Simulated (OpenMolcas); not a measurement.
# Multiconfigurational calculation, with input and output: Ru⁴⁺ complex

- system: Ru⁴⁺ with 6 ligands (F; octahedron, 1.9 Å), neutralised by 6 outer point charges of +0.33 e, whose field is part of the energies.
- method: state-averaged SS-CASPT2, IPEA shift 0.25, imaginary shift 0.1 hartree, closed shells 4s 4p of the metal and the valence shells of the ligands correlated, active space 4 electrons in the shell 4d, basis ANO-RCC-VDZP on the metal and ANO-RCC-VDZP on the ligands, DKH2 scalar Hamiltonian, spin-orbit coupling by RASSI with atomic mean-field integrals (OpenMolcas)

Results in brief:

```
                                 quantity                                                                 value
                                  outcome              converged; degenerate states are split by up to 402 cm⁻¹
      energy of the lowest spin-free term                                                   −5127.00464 hartree
    energy of the lowest spin-orbit level                                                   −5127.01188 hartree
                CASPT2 correlation energy                                                       −1.7018 hartree
largest spread among components of a term                                                            402.4 cm⁻¹
                  lowest reference weight                                                                 0.670
                                 hardware  1 thread of Arm Neoverse V2, 24 GiB of memory available, shared host
                                wall time                                                               2.7 min
                              peak memory                                                              0.38 GiB
```

Remarks:

The components of ¹T1, which symmetry makes degenerate, are split by 402 cm⁻¹ in CASPT2, and those of 12 more by over 50 cm⁻¹. This is an artefact; the levels of such states rest on averages and are uncertain by about as much. Limits: small active space favours high spin, ground spin may be wrong; covalent bonds, ligand orbitals missing from the active space; distances are set from ionic radii, not optimised.

Input:
```
&GATEWAY
Coord
7

Ru 0.0 0.0 0.0
F 1.900000 0.000000 0.000000
F 0.000000 1.900000 0.000000
F -1.900000 0.000000 0.000000
F 0.000000 -1.900000 0.000000
F 0.000000 0.000000 1.900000
F 0.000000 0.000000 -1.900000
Basis=Ru.ANO-RCC-VDZP,F.ANO-RCC-VDZP
Group=XYZ
NoMove
AngMom=0.0 0.0 0.0
AMFI
RICD
XField
3 Angstrom 0
4.500000 0.000000 0.000000 0.333333
0.000000 4.500000 0.000000 0.333333
0.000000 0.000000 4.500000 0.333333
&SEWARD
&RASSCF
FileOrb=start.orb
Symmetry=1
Spin=5
nActEl=4 0 0
Inactive=24 24
Ras2=5 0
CIRoot=5 5 1
SDav=5
CIMx=300
Iter=150 100
PrWF=0.3
OrbListing=Nothing
MaxOrb=0
LevShft=1.0
>>> COPY $Project.JobIph JOB001
&RASSCF
FileOrb=start.orb
Symmetry=1
Spin=3
nActEl=4 0 0
Inactive=24 24
Ras2=5 0
CIRoot=45 45 1
SDav=45
CIMx=300
Iter=150 100
PrWF=0.3
OrbListing=Nothing
MaxOrb=0
LevShft=1.0
>>> COPY $Project.JobIph JOB002
&RASSCF
FileOrb=start.orb
Symmetry=1
Spin=1
nActEl=4 0 0
Inactive=24 24
Ras2=5 0
CIRoot=50 50 1
SDav=50
CIMx=300
Iter=150 100
PrWF=0.3
OrbListing=Nothing
MaxOrb=0
LevShft=1.0
>>> COPY $Project.JobIph JOB003
&RASSI
NrOfJobIphs=3 5 45 50
1 2 3 4 5
1 2 3 4 5 6 7 8 9 10 11 12 13 14 15 16 17 18 19 20 21 22 23 24 25 26 27
28 29 30 31 32 33 34 35 36 37 38 39 40 41 42 43 44 45
1 2 3 4 5 6 7 8 9 10 11 12 13 14 15 16 17 18 19 20 21 22 23 24 25 26 27
28 29 30 31 32 33 34 35 36 37 38 39 40 41 42 43 44 45 46 47 48 49 50
IphNames
JOB001
JOB002
JOB003
EJob
SpinOrbit
DIPRint=1.0
SOCoupling=1000.0
Subsets=2
Property=9
'ANGMOM' 1 'ANGMOM' 2 'ANGMOM' 3 'MLTPL  1' 1 'MLTPL  1' 2 'MLTPL  1' 3
'AMFI' 1 'AMFI' 2 'AMFI' 3
SOProperty=3
'ANGMOM' 1 'ANGMOM' 2 'ANGMOM' 3
>>> COPY JOB001 $Project.JobIph
&CASPT2
Multistate=5 1 2 3 4 5
NoMult
Frozen=11 9
IPEA=0.25
Imaginary=0.1
MaxIter=60
WThr=0.0 0.3 0.05
PrWF=0.5
NoMix
>>> COPY JOB002 $Project.JobIph
&CASPT2
Multistate=45 1 2 3 4 5 6 7 8 9 10 11 12 13 14 15 16 17 18 19 20 21 22
23 24 25 26 27 28 29 30 31 32 33 34 35 36 37 38 39 40 41 42 43 44 45
NoMult
Frozen=11 9
IPEA=0.25
Imaginary=0.1
MaxIter=60
WThr=0.0 0.3 0.05
PrWF=0.5
NoMix
>>> COPY JOB003 $Project.JobIph
&CASPT2
Multistate=50 1 2 3 4 5 6 7 8 9 10 11 12 13 14 15 16 17 18 19 20 21 22
23 24 25 26 27 28 29 30 31 32 33 34 35 36 37 38 39 40 41 42 43 44 45 46
47 48 49 50
NoMult
Frozen=11 9
IPEA=0.25
Imaginary=0.1
MaxIter=60
WThr=0.0 0.3 0.05
PrWF=0.5
NoMix
```

The file start.orb holds starting orbitals from an earlier step. A driver script formed the levels outside the program, from RASSI's spin-orbit matrix and the CASPT2 energies (for multi-state variants, the effective Hamiltonian), averaged over the components of each term or state. The log and the time are those of the CASPT2 step.

Command:
```bash
OMP_NUM_THREADS=1 MOLCAS_MEM=2457 MOLCAS_PROJECT=a pymolcas a.inp > a.log  # once for each step of the input, in one work folder
```

The program's output (extracts):
```
--- CASPT2 ---
Orbital specifications:
      -----------------------

      Symmetry species                           1   2
                                                ag  au
      Frozen orbitals                           11   9
      Inactive orbitals                         13  15
      Active orbitals                            5   0
      Secondary orbitals                        34  40
      Deleted orbitals                           0   0
      Number of basis functions                 63  64
Type of calculation                        SS-CASPT2
      Fock operator                              state-specific
      IPEA shift                                 0.25
      Real shift                                 0.00
      Imaginary shift                            0.10
      The input orbitals will be transformed to quasi-canonical
Reference energy:       -5125.2525311722
      E2 (Non-variational):      -1.6782827965
      Shift correction:          -0.0014773841
      E2 (Variational):          -1.6797601806
      Total energy:           -5126.9322913528
      Residual norm:              0.0000002235
      Reference weight:           0.69555
      Contributions to the CASPT2 correlation energy
      Active & Virtual Only:         -0.0282100287
      One Inactive Excited:          -0.2142183866
      Two Inactive Excited:          -1.4358543812
Reference energy:       -5125.2525311719
      E2 (Non-variational):      -1.6782413137
      Shift correction:          -0.0014767154
      E2 (Variational):          -1.6797180291
      Total energy:           -5126.9322492011
      Residual norm:              0.0000002085
      Reference weight:           0.69557
      Contributions to the CASPT2 correlation energy
      Active & Virtual Only:         -0.0282098499
      One Inactive Excited:          -0.2141515140
      Two Inactive Excited:          -1.4358799498
::    CASPT2 Root  1     Total energy:  -5126.93229135
::    CASPT2 Root  2     Total energy:  -5126.93224920
::    CASPT2 Root  3     Total energy:  -5126.78064772
::    CASPT2 Root  4     Total energy:  -5126.78064774
::    CASPT2 Root  5     Total energy:  -5126.77925438
--- CASPT2 ---
Orbital specifications:
      -----------------------

      Symmetry species                           1   2
                                                ag  au
      Frozen orbitals                           11   9
      Inactive orbitals                         13  15
      Active orbitals                            5   0
      Secondary orbitals                        34  40
      Deleted orbitals                           0   0
      Number of basis functions                 63  64
Type of calculation                        SS-CASPT2
      Fock operator                              state-specific
      IPEA shift                                 0.25
      Real shift                                 0.00
      Imaginary shift                            0.10
      The input orbitals will be transformed to quasi-canonical
Reference energy:       -5125.3028543223
      E2 (Non-variational):      -1.7002987206
      Shift correction:          -0.0014753615
      E2 (Variational):          -1.7017740822
      Total energy:           -5127.0046284045
      Residual norm:              0.0000003611
      Reference weight:           0.69343
      Contributions to the CASPT2 correlation energy
      Active & Virtual Only:         -0.0319736881
      One Inactive Excited:          -0.2094647623
      Two Inactive Excited:          -1.4588602702
Reference energy:       -5125.3028543222
      E2 (Non-variational):      -1.7003239691
      Shift correction:          -0.0014755839
      E2 (Variational):          -1.7017995530
      Total energy:           -5127.0046538752
      Residual norm:              0.0000003637
      Reference weight:           0.69342
      Contributions to the CASPT2 correlation energy
      Active & Virtual Only:         -0.0319708639
      One Inactive Excited:          -0.2094894069
      Two Inactive Excited:          -1.4588636984
::    CASPT2 Root  1     Total energy:  -5127.00462840
::    CASPT2 Root  2     Total energy:  -5127.00465388
::    CASPT2 Root  3     Total energy:  -5127.00462953
::    CASPT2 Root  4     Total energy:  -5126.88159658
::    CASPT2 Root  5     Total energy:  -5126.88133005
::    CASPT2 Root  6     Total energy:  -5126.87687098
::    CASPT2 Root  7     Total energy:  -5126.87701405
::    CASPT2 Root  8     Total energy:  -5126.87699742
::    CASPT2 Root  9     Total energy:  -5126.87377297
::    CASPT2 Root 10     Total energy:  -5126.87396874
::    CASPT2 Root 11     Total energy:  -5126.87379008
::    CASPT2 Root 12     Total energy:  -5126.86935853
::    CASPT2 Root 13     Total energy:  -5126.86356278
::    CASPT2 Root 14     Total energy:  -5126.85989390
::    CASPT2 Root 15     Total energy:  -5126.85983383
::    CASPT2 Root 16     Total energy:  -5126.81860386
::    CASPT2 Root 17     Total energy:  -5126.81865992
::    CASPT2 Root 18     Total energy:  -5126.81862354
::    CASPT2 Root 19     Total energy:  -5126.82123638
::    CASPT2 Root 20     Total energy:  -5126.82123342
::    CASPT2 Root 21     Total energy:  -5126.82084441
::    CASPT2 Root 22     Total energy:  -5126.72810714
::    CASPT2 Root 23     Total energy:  -5126.72803073
::    CASPT2 Root 24     Total energy:  -5126.72795625
::    CASPT2 Root 25     Total energy:  -5126.72722002
::    CASPT2 Root 26     Total energy:  -5126.72729056
::    CASPT2 Root 27     Total energy:  -5126.72722074
::    CASPT2 Root 28     Total energy:  -5126.71683509
::    CASPT2 Root 29     Total energy:  -5126.71685268
::    CASPT2 Root 30     Total energy:  -5126.71489516
--- CASPT2 ---
Orbital specifications:
      -----------------------

      Symmetry species                           1   2
                                                ag  au
      Frozen orbitals                           11   9
      Inactive orbitals                         13  15
      Active orbitals                            5   0
      Secondary orbitals                        34  40
      Deleted orbitals                           0   0
      Number of basis functions                 63  64
Type of calculation                        SS-CASPT2
      Fock operator                              state-specific
      IPEA shift                                 0.25
      Real shift                                 0.00
      Imaginary shift                            0.10
      The input orbitals will be transformed to quasi-canonical
Reference energy:       -5125.2601085185
      E2 (Non-variational):      -1.7120445356
      Shift correction:          -0.0015009675
      E2 (Variational):          -1.7135455032
      Total energy:           -5126.9736540217
      Residual norm:              0.0000004503
      Reference weight:           0.69075
      Contributions to the CASPT2 correlation energy
      Active & Virtual Only:         -0.0326698282
      One Inactive Excited:          -0.2155613132
      Two Inactive Excited:          -1.4638133941
Reference energy:       -5125.2601085184
      E2 (Non-variational):      -1.7117716478
      Shift correction:          -0.0014962655
      E2 (Variational):          -1.7132679133
      Total energy:           -5126.9733764317
      Residual norm:              0.0000004268
      Reference weight:           0.69090
      Contributions to the CASPT2 correlation energy
      Active & Virtual Only:         -0.0327475721
      One Inactive Excited:          -0.2153623627
      Two Inactive Excited:          -1.4636617130
::    CASPT2 Root  1     Total energy:  -5126.97365402
::    CASPT2 Root  2     Total energy:  -5126.97337643
::    CASPT2 Root  3     Total energy:  -5126.97343518
::    CASPT2 Root  4     Total energy:  -5126.96945402
::    CASPT2 Root  5     Total energy:  -5126.96954654
::    CASPT2 Root  6     Total energy:  -5126.93350730
::    CASPT2 Root  7     Total energy:  -5126.85352908
::    CASPT2 Root  8     Total energy:  -5126.85358974
::    CASPT2 Root  9     Total energy:  -5126.85336093
::    CASPT2 Root 10     Total energy:  -5126.85263509
::    CASPT2 Root 11     Total energy:  -5126.84658702
::    CASPT2 Root 12     Total energy:  -5126.84605695
::    CASPT2 Root 13     Total energy:  -5126.84604519
::    CASPT2 Root 14     Total energy:  -5126.84043544
::    CASPT2 Root 15     Total energy:  -5126.83990556
::    CASPT2 Root 16     Total energy:  -5126.81348749
::    CASPT2 Root 17     Total energy:  -5126.79543237
::    CASPT2 Root 18     Total energy:  -5126.79513227
::    CASPT2 Root 19     Total energy:  -5126.79577948
::    CASPT2 Root 20     Total energy:  -5126.78744190
::    CASPT2 Root 21     Total energy:  -5126.78748891
::    CASPT2 Root 22     Total energy:  -5126.78744534
::    CASPT2 Root 23     Total energy:  -5126.70989935
::    CASPT2 Root 24     Total energy:  -5126.70968755
::    CASPT2 Root 25     Total energy:  -5126.70981140
::    CASPT2 Root 26     Total energy:  -5126.70523004
::    CASPT2 Root 27     Total energy:  -5126.70635857
::    CASPT2 Root 28     Total energy:  -5126.70612438
::    CASPT2 Root 29     Total energy:  -5126.67902695
::    CASPT2 Root 30     Total energy:  -5126.67895507
```

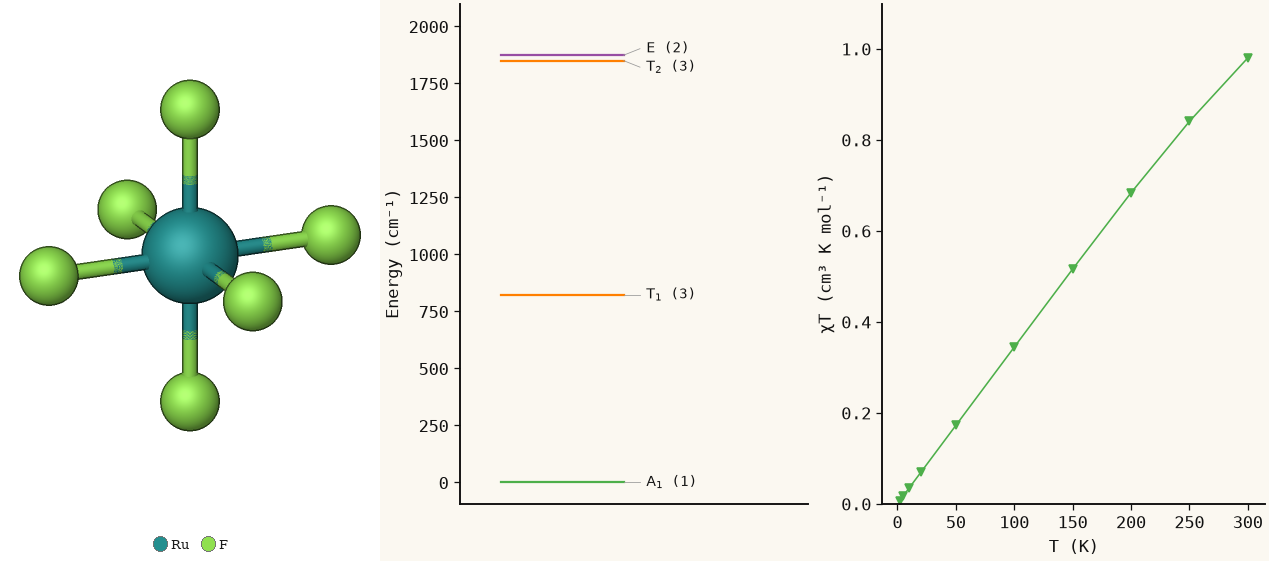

**Figure 1.** Ru⁴⁺ (4d⁴) with 6 ligands, F⁻, at 1.9 Å (arrangement: octahedron, Oh), neutralised by outer point charges of +0.33 e, and its levels and susceptibility. Labels give the representation in O, Td, D4 or D3 as the site allows (double group for half-integer spin) where it could be assigned and, in brackets, the degeneracy; spin-free states, where drawn, share the zero of the spin-orbit levels. Powder susceptibility by Van Vleck's formula. The ground level is A₁, non-degenerate, 98 % from states of spin multiplicity 3. The next level lies at 823 cm⁻¹ (T₁). χT is 0.00688 cm³ K mol⁻¹ at 2 K and 0.980 at 300 K, an effective moment of 2.80 μB.
